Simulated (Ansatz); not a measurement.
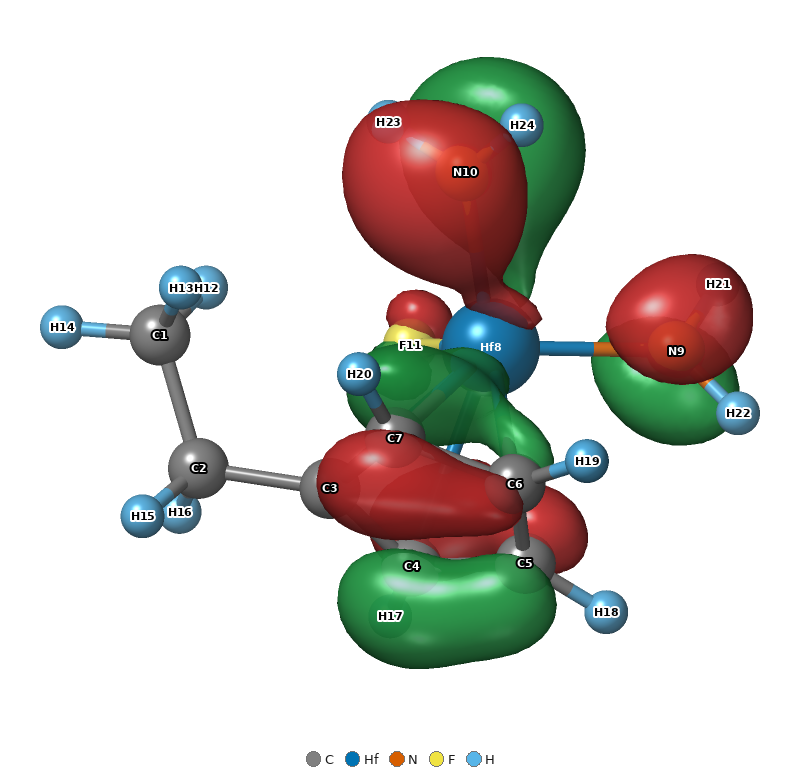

*C7H13FHfN2. The HOMO at ±0.1 Å⁻³ᐟ² (green and red are the two phases), seen across its widest extent.*

Geometry: PBE0-D4/def2-TZVP; core potentials replace the inner electrons of Hf.

The calculation used RKS PBE0-D4/def2-TZVPP (Ansatz 0.2.0).

```yaml
atoms:
  - { symbol: C, position_ang: [-0.3223, 1.9537, -1.8960] }
  - { symbol: C, position_ang: [-1.4537, 0.9776, -1.6016] }
  - { symbol: C, position_ang: [-1.2700, 0.1658, -0.3557] }
  - { symbol: C, position_ang: [-1.4353, -1.2334, -0.2438] }
  - { symbol: C, position_ang: [-1.2203, -1.6098, 1.0961] }
  - { symbol: C, position_ang: [-0.9236, -0.4425, 1.8317] }
  - { symbol: C, position_ang: [-0.9522, 0.6518, 0.9395] }
  - { symbol: Hf, position_ang: [1.0257, -0.7064, 0.2483] }
  - { symbol: N, position_ang: [1.7879, -2.1268, 1.5000] }
  - { symbol: N, position_ang: [2.3482, 0.8240, 0.5484] }
  - { symbol: F, position_ang: [1.3841, -1.1565, -1.6017] }
  - { symbol: H, position_ang: [0.6078, 1.4201, -2.1105] }
  - { symbol: H, position_ang: [-0.1440, 2.6276, -1.0548] }
  - { symbol: H, position_ang: [-0.5565, 2.5666, -2.7690] }
  - { symbol: H, position_ang: [-2.3958, 1.5314, -1.5169] }
  - { symbol: H, position_ang: [-1.5755, 0.2951, -2.4466] }
  - { symbol: H, position_ang: [-1.6521, -1.9000, -1.0668] }
  - { symbol: H, position_ang: [-1.2590, -2.6163, 1.4860] }
  - { symbol: H, position_ang: [-0.6960, -0.3950, 2.8867] }
  - { symbol: H, position_ang: [-0.7625, 1.6826, 1.2004] }
  - { symbol: H, position_ang: [2.7717, -2.3618, 1.4622] }
  - { symbol: H, position_ang: [1.3319, -2.7450, 2.1514] }
  - { symbol: H, position_ang: [2.5829, 1.5442, -0.1202] }
  - { symbol: H, position_ang: [2.7785, 1.0530, 1.4329] }
```

Q: What is the character of this orbital?

A: By Hirshfeld shares it lies mainly on N10 (about 40 %), N9 (about 10 %), Hf8 (about 10 %), C4 (about 10 %) and C7 (about 10 %). Its energy is −6.65 eV.
